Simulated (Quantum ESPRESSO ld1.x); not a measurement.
# Atomic calculation, with input and output: F⁺

- system: F⁺, configuration typed as [He] 2s2 2p4.
- method: radial all-electron Kohn-Sham run of Quantum ESPRESSO ld1.x with rel=1, dft='PZ' as typed

**Input**
```
 &input
    zed=9.0,
    iswitch=1,
    rel=1,
    dft='PZ',
    config='[He] 2s2 2p4',
    atom='F',
    prefix='ld1',
    max_out_wfc=37,
    file_charge='ld1.rho',
 /
```

Launched with:
```bash
OMP_NUM_THREADS=1 ld1.x < ld1.in > ld1.out
```

**Output**
```
     Program LD1 v.7.5 starts

     --------------------------- All-electron run ----------------------------

     scalar relativistic calculation

     atomic number is  9.00
     dft =PZ   lsd =0 sic =0 latt =0  beta=0.20 tr2=1.0E-14
     Exchange-correlation= PZ
                           (   1   1   0   0   0   0   0)
     mesh =1851 r(mesh) =  99.76081 a.u. xmin = -8.00 dx = 0.00800
     1 Ry =  13.60569312 eV, c = 137.03599908

     n l     nl                  e(Ry)          e(Ha)          e(eV)
     1 0     1S 1( 2.00)       -49.9558       -24.9779      -679.6827
     2 0     2S 1( 2.00)        -3.4597        -1.7298       -47.0711
     2 1     2P 1( 4.00)        -2.0914        -1.0457       -28.4550

     final scf error:  9.2E-15 reached in  29 iterations

     Etot =    -196.936403 Ry,     -98.468202 Ha,   -2679.456269 eV

     Ekin =     196.501257 Ry,      98.250628 Ha,    2673.535798 eV
     Encl =    -462.765791 Ry,    -231.382895 Ha,   -6296.249340 eV
     Eh   =      87.557834 Ry,      43.778917 Ha,    1191.285023 eV
     Exc  =     -18.229703 Ry,      -9.114852 Ha,    -248.027750 eV

     normalization and overlap integrals

     s(1S/1S) =  1.000000  <r> =   0.1772  <r2> =    0.0424  r(max) =   0.1147
     s(1S/2S) = -0.000290
     s(2S/2S) =  1.000000  <r> =   0.9670  <r2> =    1.1275  r(max) =   0.7518
     s(2P/2P) =  1.000000  <r> =   0.9828  <r2> =    1.2432  r(max) =   0.6776

     ------------------------ End of All-electron run ------------------------
```

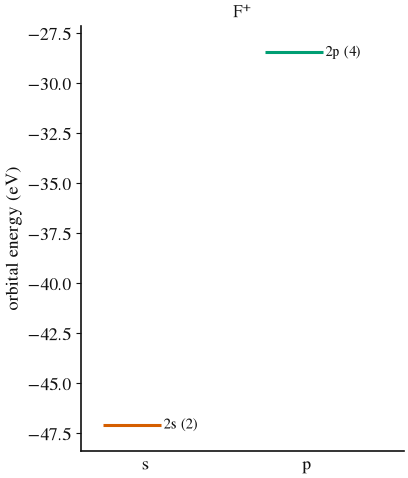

Figure 1. The outer levels are drawn by angular momentum (occupations in brackets). They are the filled levels of this odd run. The highest occupied level is 2p at −28.5 eV. From the top down the occupied levels run 2p (−28.5 eV), 2s (−47.1 eV).

**Outcome**

- outcome: converged
- total energy: −98.468202 hartree
- kinetic energy: 98.250629 hartree
- electron–nucleus energy: −231.382895 hartree
- Hartree energy: 43.778917 hartree
- exchange–correlation energy: −9.114852 hartree
- SCF iterations: 29
- hardware: 1 CPU thread, shared host
- wall time: 1.2 s

**What is odd here**

One thing in this input was made odd on purpose: atom and zed both given. The program ran to the end, and its total energy equals that of the same run with the usual input (−98.46820 hartree) within 10⁻⁵ hartree, so the oddity leaves no trace in it.
